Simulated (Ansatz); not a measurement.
**CH6FNO2Si: single-point calculation**

- system: CH6FNO2Si
- method: RKS wB97M-V/def2-TZVPP (Ansatz 0.2.0)

The geometry comes from this level: PBE0-D4/def2-TZVP. Figures and captions count atoms from 1; the log counts them from 0 in places.

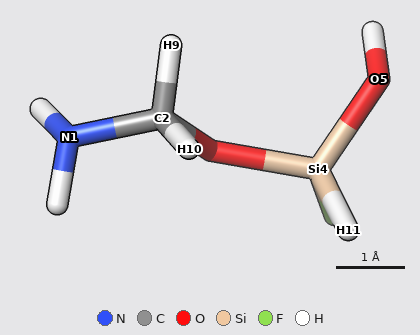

*The structure (stick view, seen at a tilt; atoms are numbered from 1 in the order of the input).*

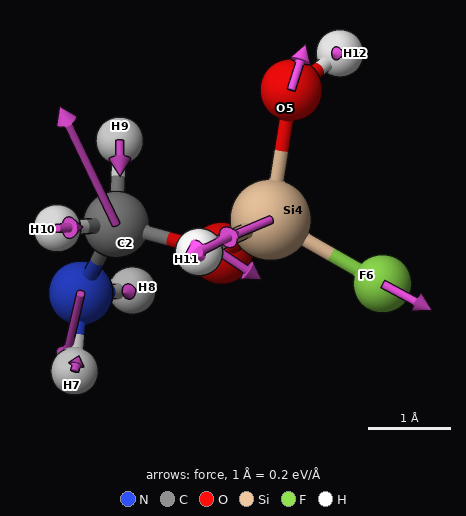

*Forces on the atoms as pink arrows (ball-and-stick view, seen at a tilt; atoms are numbered from 1 in the order of the input).*

The largest act on C2 (0.37 eV/Å); Si4 (0.30 eV/Å); N1 (0.27 eV/Å); H11 (0.18 eV/Å), among others. The geometry is not a stationary point of this energy.

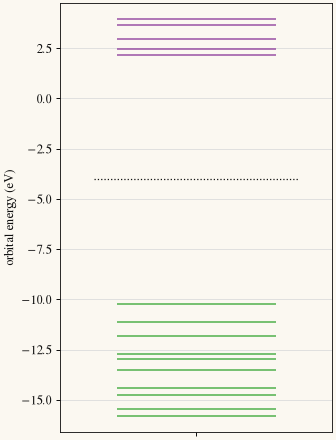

*Orbital energies near the frontier; the dotted line parts filled from empty levels, and levels within 0.02 eV of each other stand side by side.*

Highest filled −10.22 eV, lowest empty 2.19 eV, 12.41 eV apart.

The input that produced these results follows, with the program's output.

### The input
```yaml
crystal:
  periodic: [false, false, false]
  atoms:
    - {symbol: N, position_ang: [0.747031, -1.708134, 1.425026]}
    - {symbol: C, position_ang: [0.801044, -0.586873, 0.563044]}
    - {symbol: O, position_ang: [-0.498127, -0.130551, 0.164324]}
    - {symbol: Si, position_ang: [-0.822618, 0.784200, -1.136132]}
    - {symbol: O, position_ang: [-0.204575, 2.287585, -1.060351]}
    - {symbol: F, position_ang: [-2.408558, 0.846966, -1.195538]}
    - {symbol: H, position_ang: [0.302593, -2.498658, 0.976989]}
    - {symbol: H, position_ang: [0.238359, -1.496565, 2.273364]}
    - {symbol: H, position_ang: [1.309979, 0.234217, 1.075371]}
    - {symbol: H, position_ang: [1.379811, -0.852588, -0.328052]}
    - {symbol: H, position_ang: [-0.300501, 0.199427, -2.381772]}
    - {symbol: H, position_ang: [-0.467439, 2.865774, -0.342473]}
basis:
  gaussian: {orbitals: def2-TZVPP}
hamiltonian: {xc: {name: wB97M-V}}
output: {forces: true, orbitals: {seedname: orbitals}}
```

Launch command:
```bash
ansatz run in.yaml --threads 4 --pin off --events-out ev --progress --plain --max-ram 10444MiB
```

### Log
```
Functional definition: wB97M-V
  name "wB97M-V"
  cite "Mardirossian & Head-Gordon, J. Chem. Phys. 144, 214110 (2016) doi:10.1063/1.4952647"
  cite "Becke, J. Chem. Phys. 107, 8554 (1997) doi:10.1063/1.475007"
  cite "Vydrov & Van Voorhis, J. Chem. Phys. 133, 244103 (2010) doi:10.1063/1.3521275"
  # Of w^i u^j: cxij and so on, Table III.
  parameter omega = 0.3/bohr
  parameter cx = 0.15
  parameter cx01 = 1.007
  parameter cx10 = 0.259
  parameter css00 = 0.443
  parameter css04 = -1.437
  parameter css10 = -4.535
  parameter css20 = -3.390
  parameter css43 = 4.278
  parameter cos00 = 1.000
  parameter cos10 = 1.358
  parameter cos20 = 2.924
  parameter cos21 = -8.812
  parameter cos60 = -1.390
  parameter cos61 = 9.142
  parameter b = 6.0
  parameter c = 0.01
  gx(w, u) = 1 - cx + cx01*u + cx10*w
  gss(w, u) = css00 + css04*u^4 + css10*w + css20*w^2 + css43*w^4*u^3
  gos(w, u) = cos00 + cos10*w + (cos20 + cos21*u)*w^2 + (cos60 + cos61*u)*w^6
  exchange = spin_sum(e_x_unif_sr(omega)*gx(b97_w, b97_u_x)) + cx*exact_x_sr(omega) + exact_x_lr(omega)
  correlation = spin_sum(e_c_pw_mod_same_spin*gss(b97_w, b97_u_same))
      + integral(e_c_pw_mod_opposite_spin*gos(b97_w_opposite, b97_u_opposite)) + vv10(b, c)
1438 factors; their error is unknown
328 factors; integrals over basis functions are off by at most 9.7e-6 eV
mean field evaluation 1: about -17310.1479 eV, gradient 7.4e1 eV
mean field evaluation 2: about -17310.3274 eV, gradient 7.5e1 eV
mean field evaluation 4: about -17318.8695 eV, gradient 2.4e0 eV
mean field evaluation 8: about -17318.8882 eV, gradient 5.8e-2 eV
mean field evaluation 16: about -17318.8942 eV, gradient 5.6e-4 eV
mean field -17318.89420983 eV, -636.4576230430 hartree, gradient 6.4e-5 eV, S^2 0.000000; 0 other end points of the search recorded, 0 dependent functions left out
the calculation of the forces begins
reference -17318.89426074 eV, -636.4576249141 hartree; 29, 29 occupied and 252, 252 virtual orbitals, 1438 factors
Total energy: -17318.89426074 eV, -636.4576249141 hartree
Atom 0 at     0.747031    -1.708134     1.425026 Å, force    -0.056043    -0.208787     0.159808 eV/Å
Atom 1 at     0.801044    -0.586873     0.563044 Å, force     0.270331     0.204349    -0.138276 eV/Å
Atom 2 at    -0.498127    -0.130551     0.164324 Å, force    -0.121782    -0.009683     0.030070 eV/Å
Atom 3 at    -0.822618     0.784200    -1.136132 Å, force     0.131761    -0.150743    -0.225331 eV/Å
Atom 4 at    -0.204575     2.287585    -1.060351 Å, force     0.029860     0.111172     0.049135 eV/Å
Atom 5 at    -2.408558     0.846966    -1.195538 Å, force    -0.142058     0.009634    -0.006570 eV/Å
Atom 6 at     0.302593    -2.498658     0.976989 Å, force     0.011887     0.037482     0.020172 eV/Å
Atom 7 at     0.238359    -1.496565     2.273364 Å, force     0.015091    -0.010107    -0.039667 eV/Å
Atom 8 at     1.309979     0.234217     1.075371 Å, force    -0.049167    -0.068986    -0.048512 eV/Å
Atom 9 at     1.379811    -0.852588    -0.328052 Å, force    -0.052902     0.025275     0.068010 eV/Å
Atom 10 at    -0.300501     0.199427    -2.381772 Å, force    -0.055280     0.067174     0.156986 eV/Å
Atom 11 at    -0.467439     2.865774    -0.342473 Å, force     0.018302    -0.006780    -0.025824 eV/Å
Dipole moment:     0.135859     0.018112     0.267480 e Å
```

### Summary

| quantity | value |
| --- | --- |
| outcome | converged |
| total energy | −17318.8943 eV |
| SCF solution under orbital rotations | stable |
| HOMO | −10.22 eV |
| LUMO | 2.19 eV |
| largest force (length of the vector) | 0.366 eV/Å |
| dipole moment | 1.44 D |
| hardware | 4 threads of Arm Neoverse V1, 23 GiB of memory available, shared host |
| wall time | 15 s (CPU time 56 s) |
| peak memory | 1.1 GiB |
